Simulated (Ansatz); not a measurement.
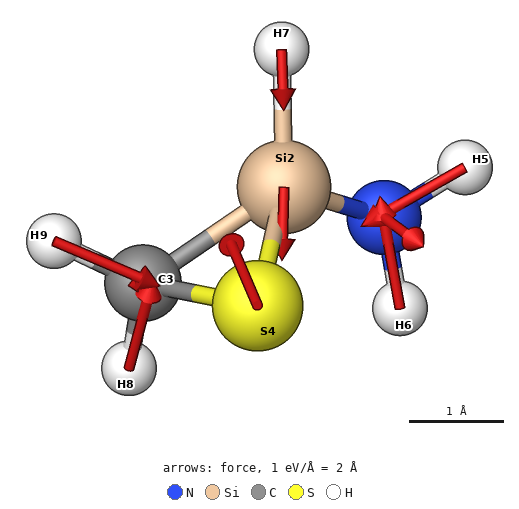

Starting geometry of CH5NSSi with the computed forces as red arrows. Style: ball-and-stick. Shown at a tilt.

The start comes from PBE-D4/def2-SVP.

All numbers below come from Ansatz 0.2.0, RKS PBE0-D4/def2-TZVP. (force threshold 0.005 eV/Å; at most 150 steps)

Question: Is this structure relaxed? If not, where do the atoms go?

Answer: It isn't relaxed: the largest force vector, on the S atom, is 0.85 eV/Å. The final displacements follow the starting forces only in part (cosine between the two patterns 0.35). The largest move after the best rigid fit is that of an H atom, 0.17 Å. Largest moves by element: H 0.17 Å, N 0.07 Å, S 0.05 Å, Si 0.04 Å, C 0.02 Å. Some distances before and after: S–Si 2.130 → 2.089 Å, N–Si 1.730 → 1.699 Å, C–S 1.907 → 1.883 Å, C–Si 1.849 → 1.828 Å. Among the angles between lasting bonds that change: Si–N–H 118.7° → 121.6°. Over 10 accepted moves (11 points after the start) the energy falls by 1.45 kcal/mol. Largest force component: 0.73 eV/Å at the start, 0.0021 eV/Å at the end. The line search rejected the trial step at point 5 of the run.
